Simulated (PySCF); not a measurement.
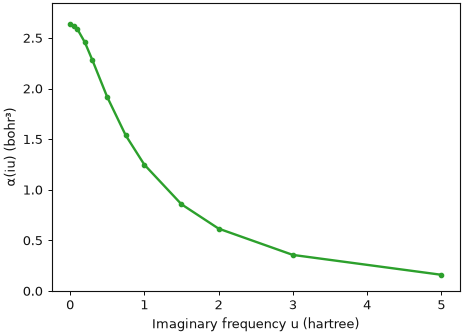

Dipole polarisability at imaginary frequency of an atom or ion with 7 electrons in the configuration [He] 2s² 2p³. Coupled response at the HF level; PySCF, aug-cc-pwCVQZ, non-relativistic, unrestricted single determinants, no spin-orbit coupling.

Q: Which species is it, and what does the curve give?

A: O⁺ (oxygen, Z = 8). The static dipole polarisability is 2.63 bohr³; α(iu) falls to half of it near u = 0.93 hartree. The Casimir–Polder integral gives C₆ = 4.97 hartree bohr⁶ for two such species.
